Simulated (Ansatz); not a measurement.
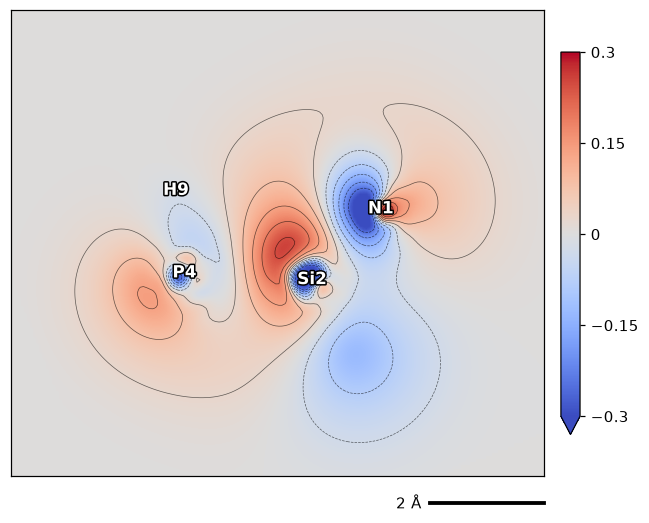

Figure 1: H₅N₂PSi. The LUMO on the plane of atoms N1, Si2 and P4 (values in Å⁻³ᐟ²; the overall sign is arbitrary).

All numbers below come from RKS PBE/def2-SVP in Ansatz.

The calculation's input:

```
crystal:
  periodic: [false, false, false]
  atoms:
    - { symbol: "N", position_ang: [-0.9647, 1.1274, 0.074] }
    - { symbol: Si, position_ang: [0.3897, 0.4694, 0.6741] }
    - { symbol: "N", position_ang: [1.20128, 1.93555, 0.64398] }
    - { symbol: P, position_ang: [2.26879, 1.10599, -0.30797] }
    - { symbol: H, position_ang: [-1.7243, 0.4403, 0.0493] }
    - { symbol: H, position_ang: [-0.8331, 1.3308, -0.931] }
    - { symbol: H, position_ang: [0.33398, 0.18094, 2.14514] }
    - { symbol: H, position_ang: [1.65109, 2.05842, 1.62279] }
    - { symbol: H, position_ang: [1.60192, 1.37142, -1.60785] }
basis:
  gaussian: { orbitals: def2-SVP }
hamiltonian:
  xc: pbe
relax:
  f_tol: 0.015
  max_steps: 40
output:
  orbitals: {}
```

Run with:

```sh
ansatz run input.yaml --threads 1 --pin off --max-ram 2048MiB --backend cpu --events-out ev --progress --plain --runs-dir out
```

The fields are those of the relaxed geometry.

Where does this orbital lie, and at what energy?

By Hirshfeld shares it lies mainly on P4 (about 45 %), Si2 (about 20 %), N3 (about 10 %) and N1 (about 5 %). Its energy is −0.81 eV.
